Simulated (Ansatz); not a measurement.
# Fitting and testing ρ(T) of Tb (P6_3/mmc)

Can the computed ρ(T) of Tb (P6_3/mmc) be held by the Bloch–Grüneisen form, and does the fit predict a row it has not seen?

The resistivities were computed with Ansatz 0.2.0 (DFT PBE, scalar-relativistic, plane waves, norm-conserving pseudopotentials, 4f of the trivalent lanthanide in the core) from the linearised Boltzmann equation with harmonic phonons, on q 3×3×2, k 12×12×6, scattering 18×18×12; the fit below is done by hand on them.

The experiments to compare with:

For Tb (bulk crystal), “CRC Handbook of Chemistry and Physics, 84th edition, Electrical Resistivity of Pure Metals” (2003, CRC Press, section 12, read from Wikipedia's data page) quotes earlier work: resistivity at 295 K 115 μΩ cm.

## 1. What is given

The structure is hexagonal, space group P6_3/mmc (No. 194). Conventional cell: a = 3.626 Å, b = 3.626 Å, c = 5.651 Å, α = 90.00°, β = 90.00°, γ = 120.00°. Tb on site c has 12 Tb at 3.52 to 3.63 Å as nearest neighbours.

This is the relaxed cell of the run, from steps not shown here.

The mean resistivity of the three axes from 50 to 800 K, with one row held back; the colder rows stay outside the fit and test it at the end:

| T (K) | ρ (μΩ cm) |
| --- | --- |
| 50 | 7.336 |
| 80 | 14.57 |
| 100 | 19.13 |
| 150 | ? |
| 200 | 40.83 |
| 273 | 56.32 |
| 300 | 62.04 |
| 400 | 83.19 |
| 500 | 104.4 |
| 600 | 125.5 |
| 800 | 167.8 |

The resistivity is not converged: the component that moves most changes by 14 % between the two finest meshes at 300 K.

## 2. Model and fit

Bloch and Grüneisen's form is ρ(T) = A (T/Θ)⁵ J₅(Θ/T), with J₅(z) the integral of x⁵/((eˣ − 1)(1 − e⁻ˣ)) from 0 to z. It goes as T⁵ far below Θ and as A T/(4Θ) far above. For a trial Θ the best A is the geometric mean of ρ/[(T/Θ)⁵ J₅] over the rows, and the scatter of that ratio measures the fit:

| Θ (K) | A (μΩ cm) | scatter (%) |
| --- | --- | --- |
| 78 | 62.72 | 6.7 |
| 104 | 85.16 | 3.7 |
| 116 | 95.93 | 2.1 |
| 130 | 108.9 | 0.2 |
| 144 | 122.3 | 2.2 |
| 162 | 140.4 | 5.3 |
| 196 | 177.1 | 11.9 |

The scatter is least at Θ = 130 K, with A = 108.9 μΩ cm (0.2 % r.m.s.).

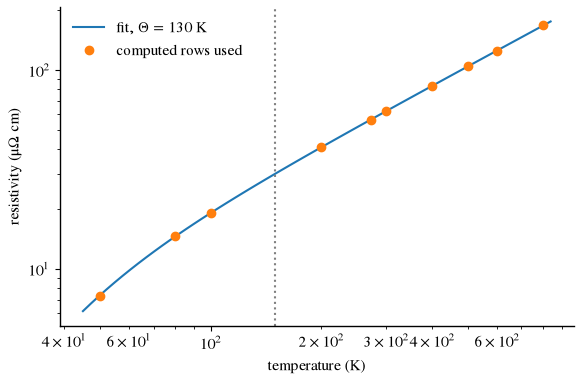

The fit through the rows used; the dotted line marks the temperature held back.

## 3. The row held back

At T = 150 K, Θ/T = 0.867, J₅ = 0.1353 and (T/Θ)⁵ = 2.045, so the fit gives 30.14 μΩ cm. The computed value is 30.11 μΩ cm: the fit is off by +0.09 %. Outside its range, at 20 K, it gives 0.752 against 0.696 μΩ cm computed, 1.08 times that; at that temperature the run's own test moves by 14 % between meshes in the component that moves most. Among the rows used, the largest miss is -0.4 %, at 80 K.

## 4. What the two numbers mean

Θ = 130 K is 1.44 times ħω_log/k_B (90 K) and 0.85 of the highest phonon frequency (153 K). The high-temperature slope of the fit, A/(4Θ), is 0.209 μΩ cm/K. The same slope from the run's transport coupling and plasma energy, 2π k_B λ_tr/(ħ ε₀ ω_p²) with λ_tr = 0.908, 0.908, 0.917 (xx, yy, zz) and ħω_p = 3.77, 3.77, 5.38 (xx, yy, zz) eV, is 0.214 μΩ cm/K in the mean of the axes, +2.2 % from it. For comparison, the computed rows rise by 0.211 μΩ cm/K between the two hottest.

## 5. Outcome

| Property | Result |
| --- | --- |
| Θ | 130 K |
| A | 108.9 μΩ cm |
| scatter of the fit | 0.2 % |
| held-back row at 150 K, fit against computed | 30.14 against 30.11 μΩ cm |

In words: Two numbers, Θ = 130 K and A = 109 μΩ cm, hold the computed ρ(T) from 50 to 800 K within 0.23 % r.m.s. and predict the held-back row within 0.09 %. By the run's own test the resistivity at 300 K moves by 14 % between its two finest scattering meshes, in the component that moves most. The mean hides an anisotropy: at 300 K the components are 74.5, 74.5, 37.1 (xx, yy, zz) μΩ cm. The 4f electrons are frozen in the core, and scattering by their moments is left out. Spin–orbit coupling is left out. The fit describes the calculation: impurities, thermal expansion, changes of phase and anharmonicity are in neither.

Computed beside measured:

| quantity | measured | q 3×3×2, fine 18×18×12 |
| --- | --- | --- |
| resistivity at 295 K (computed: phonon part alone; the measured value holds the sample's residual resistivity and scattering by disordered moments) (μΩ cm) | 115 | 60.98 (-47.0 %) |

Measured values from CRC Press, section 12, read from Wikipedia's data page (2003).

How well it matches: The resistivity at 295 K is off by -47.0 %. The magnetic state of these runs (no moments) need not be that of the sample, so the match is not graded.

[Hosts, paths, dates, database ids (printed as entryN), source tags and the programs' standing remarks are cut or masked in the printed files.]
